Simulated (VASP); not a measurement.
Band structure of NbN (rock salt). These are revPBE GGA, VASP's PBE PAW potentials (set 64) (plane waves; VASP) values and carry that method's errors.

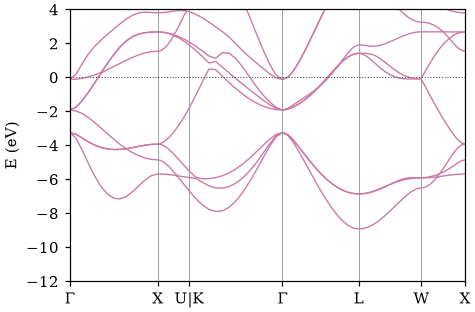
Figure. Bands along high-symmetry lines, zero at the valence-band maximum or, without a gap, the Fermi level

Task: Read the plot: is there a gap, and where are the band edges?

Result: It has no gap at this level: it comes out as a metal or semimetal. (Edges off the drawn lines would not show.)

The compound is NbN in the rock salt structure, the cubic δ form, which competes with hexagonal ones. It was relaxed first.
